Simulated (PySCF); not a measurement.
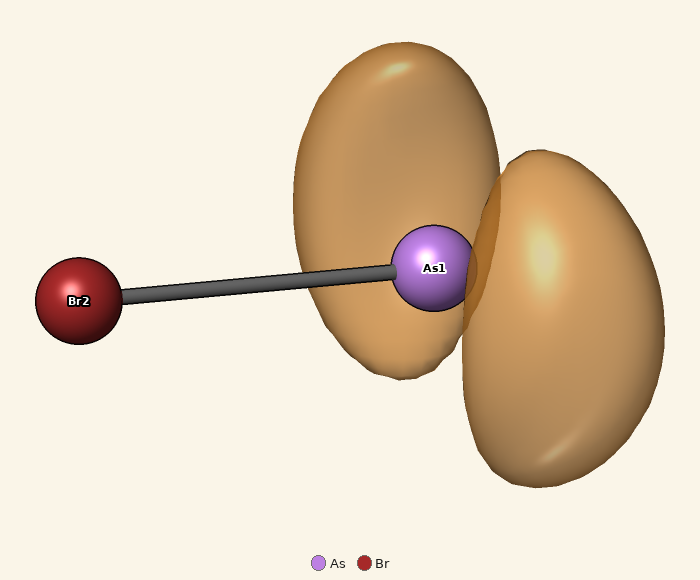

*AsBr (charge −1, doublet). Isosurface of the ELF at 0.9 (orange), seen from one side. Only the valence region is drawn (cores and ρ < 0.01 e/Å³ removed).*

All numbers below come from PBE0/def2-TZVPPD, non-relativistic Hamiltonian with scalar-relativistic core potentials where named, at a bond length of 2.446 Å in PySCF.

Q: Where are the electrons localised?

A: The surface consists of two lobes on As, pointing away from the bonds (non-bonding electrons). Along the contacts the grid gives the following. As–Br (2.45 Å): the ELF peaks at about 0.75 between the atoms: localised, covalent bonding.
